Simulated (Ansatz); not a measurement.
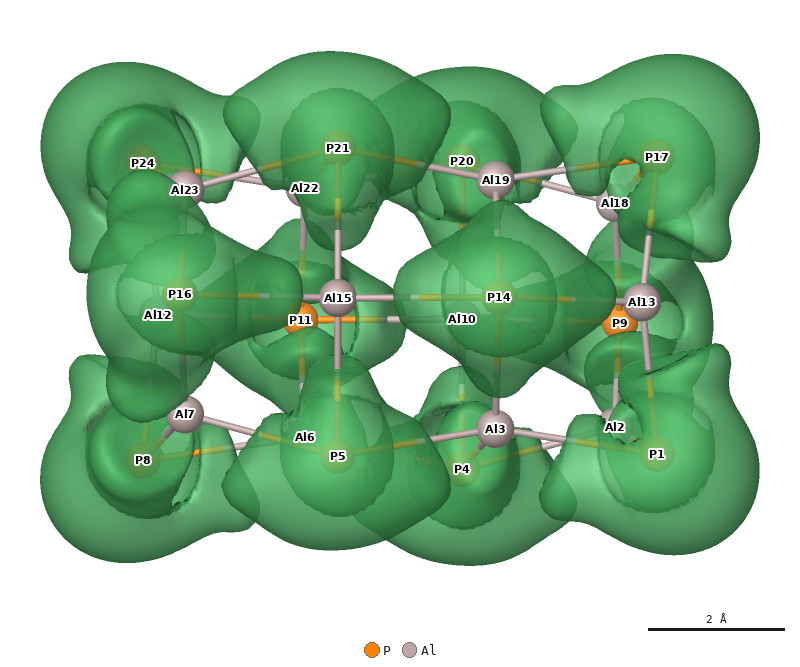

The picture shows: Al₁₂P₁₂ (Al12P12 wurtzite hole rod) (charge +1, doublet). Isosurface of the electron localisation function at 0.75 (green), seen across its widest extent. Core shells and regions of very low density are left out.

Geometry: r2SCAN-D4/def2-SVP.

Method: UKS PBE0-D4/def2-SVP in Ansatz 0.2.0.

```xyz
24

P    -0.0057   -2.5467   -3.6687
Al   -1.6427   -0.9747   -3.3184
Al    0.0317   -2.1508   -1.2804
P    -2.2664   -1.3235   -1.0895
P    -0.0186   -2.6227    1.0925
Al   -1.8793   -1.0382    1.2813
Al   -0.0262   -1.9061    3.3203
P    -2.2035   -1.2654    3.6701
P    -2.1742    1.2567   -3.5986
Al   -1.8247    1.0551   -1.1948
P    -2.2881    1.3275    1.1440
Al   -1.6265    0.9465    3.3674
Al    1.6265   -0.9461   -3.3679
P     2.2874   -1.3278   -1.1443
Al    1.8254   -1.0558    1.1953
P     2.1736   -1.2560    3.5997
P     2.2031    1.2659   -3.6703
Al    0.0257    1.9062   -3.3200
Al    1.8795    1.0381   -1.2815
P     0.0196    2.6227   -1.0920
P     2.2672    1.3222    1.0896
Al   -0.0318    2.1501    1.2799
Al    1.6425    0.9754    3.3185
P     0.0055    2.5475    3.6677
```

Q: Describe the localisation domains.

A: At this value the surface marks out twelve regions on P in which the atom's valence shell and bonds are merged.

Values along the shortest contacts:
Al–P (2.30 Å): the ELF peaks at about 0.90 in the valence shell of P, 1.1 Å from its nucleus, and is about 0.90 at the midpoint. Al–P (2.34 Å): the ELF peaks at about 0.85 in the valence shell of P, 1.1 Å from its nucleus, and is about 0.85 at the midpoint.
